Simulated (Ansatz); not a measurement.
# AlBCl₂H₃N: how energies converge with the basis set

Aim: see how fast density functionals converge with the basis set for AlBCl₂H₃N.

Method: one geometry, several basis sets; program: Ansatz 0.2.0, Gaussian basis.

The runs, in order: PBE0-D4/def2-SVP; ωB97M-V/def2-SVP; PBE0-D4/def2-QZVPP; ωB97M-V/def2-QZVPP; the functionals' def2-TZVPP values are taken from earlier runs.

## Step 1: The geometry

All runs share one geometry, relaxed beforehand with PBE0-D4 in a triple-zeta def2 set.

SMILES `N[BH][Al]([Cl])[Cl]`, 8 atoms, charge 0, spin multiplicity 1.

Atoms are counted from 1 here; the program's logs count them from 0.

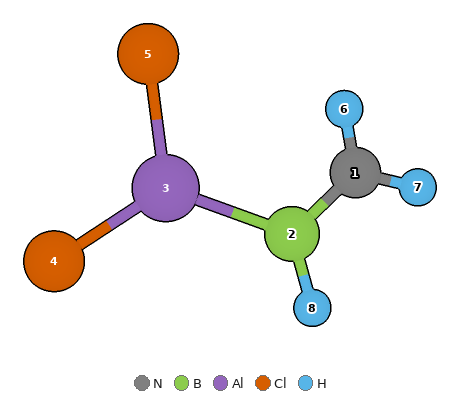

The geometry (nitrogen grey, boron green, aluminium purple, chlorine orange, hydrogen blue); atoms are numbered from 1 in the order of the file.

## Step 2: PBE0-D4 in def2-SVP

Contents of in.yaml:

```yaml
crystal:
  periodic: [false, false, false]
  atoms:
    - {symbol: N, position_ang: [0.624517, 0.164856, 1.360884]}
    - {symbol: B, position_ang: [0.727861, -0.444158, 0.122032]}
    - {symbol: Al, position_ang: [-0.795546, -0.004439, -1.279987]}
    - {symbol: Cl, position_ang: [-0.969136, -0.732137, -3.238423]}
    - {symbol: Cl, position_ang: [-2.325684, 1.313381, -0.663353]}
    - {symbol: H, position_ang: [-0.124283, 0.790164, 1.614538]}
    - {symbol: H, position_ang: [1.294548, 0.025537, 2.101855]}
    - {symbol: H, position_ang: [1.659824, -1.170405, -0.073544]}
basis:
  gaussian: {orbitals: def2-SVP}
hamiltonian: {xc: pbe0, dispersion: d4}
output: {orbitals: {seedname: orbitals}}
```

On the command line:

```sh
> ansatz run in.yaml --threads 2 --pin off --events-out ev --progress --plain --max-ram 4352MiB
```

Further steps of the session: ωB97M-V in def2-SVP; PBE0-D4 in def2-QZVPP; ωB97M-V in def2-QZVPP.

Q: Predict the results of all the runs planned. Wanted: PBE0-D4: double and triple zeta above quadruple; ωB97M-V: double and triple zeta above quadruple.

As calculated:

| quantity | value |
| --- | --- |
| PBE0-D4: double and triple zeta above quadruple | 14.48, 1.06 eV |
| ωB97M-V: double and triple zeta above quadruple | 14.43, 1.01 eV |

PBE0-D4 gains 13.42 eV from double to triple zeta, then 1.06 eV more. Total energies overstate the basis error of differences, where much of it tends to cancel.
